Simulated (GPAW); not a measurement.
Consider CsSrF3 (Pm-3m).

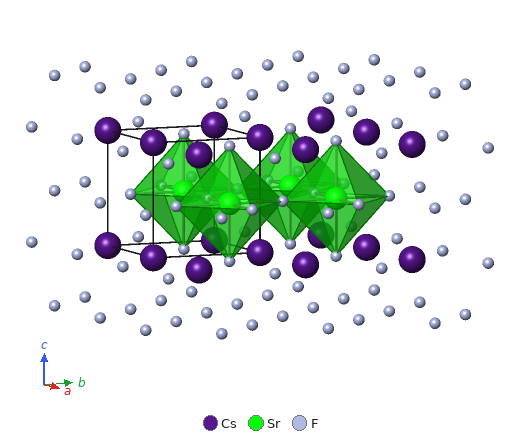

The structure (caesium purple, strontium green, fluorine light blue). 2×2×1 cells are drawn. Some periodic images of atoms are drawn too.

```
Cs Sr F
1.0
     4.76325    0.00000    0.00000
     0.00000    4.76325    0.00000
     0.00000    0.00000    4.76325
Cs Sr F
1 1 3
Direct
  0.00000 0.00000 0.00000
  0.50000 0.50000 0.50000
  0.50000 0.50000 0.00000
  0.50000 0.00000 0.50000
  0.00000 0.50000 0.50000
```

Absorber: atom 3, with 2 Sr at 2.38 Å (linear, site symmetry 4/mmm). Method: GPAW, LDA, full core hole (charged cell), 10-atom cell with 6.7 Å between holes, 4×4×4 k points, dipole transitions, Gaussian full width 0.9 eV up to 4 eV, rising linearly to 3.5 eV at 25 eV.

**Question.** Predict the near-edge structure at the F K edge.

Main maxima up to 24 eV above the zero (height): 2.5 eV (2.26), 6.5 eV (1.91), 11.2 eV (0.88) and 21.9 eV (1.44). A K edge sees empty p states on the absorber. The total-energy difference plus the lowest empty eigenvalue puts the zero at 689.45 eV. One term is added: -9.89 eV, since the hole is spin-paired here and a spin-polarised one costs that much less in the free atom (computed apart). The photon energy is then 679.56 eV. The functional and the charged cell's background leave an error in such absolute values: in the free atom LDA prices this hole 4.7 eV below PBE (computed apart), and PBE is itself good to a few eV.

The F K spectrum (energy from the lowest empty level; intensity scaled to a mean of 1 over the first 20 eV):

```csv
E (eV),intensity
-2.0,0.00
-0.5,0.00
1.0,0.42
2.5,2.26
4.0,0.97
5.5,1.05
7.0,1.62
8.5,0.63
10.0,0.65
11.5,0.86
13.0,0.62
14.5,0.72
16.0,0.99
17.5,1.11
19.0,1.24
20.5,1.37
22.0,1.44
23.5,1.34
25.0,1.16
26.5,0.94
28.0,0.71
29.5,0.57
31.0,0.63
```

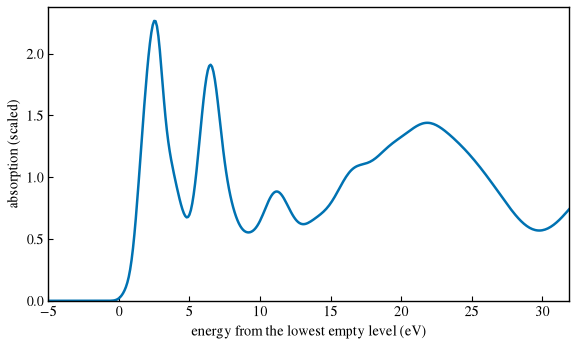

The F K edge.

The mesh is coarse (0.33 Å⁻¹ between points), so small maxima may be mesh ripples. Lifetime broadening is put in by hand, and intensities beyond about 20 eV depend on it and on the partial waves. The structure is a computed Materials Project entry and may be a hypothetical form.

[Banner, clock and machine lines of the logs are left out without a mark of their own.]

[Logs are printed without paths, hosts, clocks, repeated set-up lines and the standing remarks that a program may print on its own settings, such as how far it seeks lower states.]

[Hosts, paths, dates, database ids (printed as entryN), source tags and the programs' standing remarks are cut or masked in the printed files.]

[Lists of maxima count a maximum above −3 eV only where it reaches 4 % of the highest in the window and stands out from its surroundings by 2 % of it (1.5 % where it reaches 55 %); shoulders and weaker maxima are passed over, and of the rest the first, up to two pre-edge ones and the few strongest are named.]
